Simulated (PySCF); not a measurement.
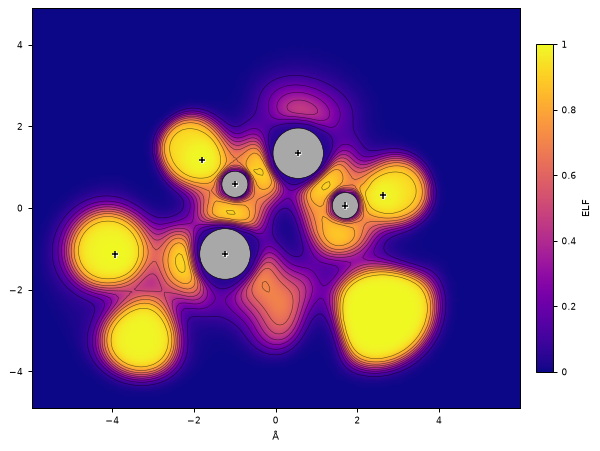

The electron localisation function on a plane through atoms (crosses mark nuclei in the plane; grey discs cover the cores).

These are results of PBE0/pcSseg-1, SCF density, gas phase, non-relativistic (PySCF 2.14.0), not measurements.

Candidates:
A. H₁₀N₃PSi₃ (SMILES P[SiH]1N[SiH2]N[SiH2]N1)
B. C₆H₁₁P (SMILES C1CP2CCC1C2)
C. C₆H₆FN

Which system is this?

Candidate A: H₁₀N₃PSi₃ on the plane of atoms Si2, N3 and Si4, which holds Si, N and H. Si–N (1.72 Å): the ELF peaks at about 0.90 between the atoms; a shared but strongly polarised pair. N–H (1.00 Å): the ELF climbs to about 1 towards the hydrogen, as it does in any bond to H: an ordinary covalent bond to hydrogen.
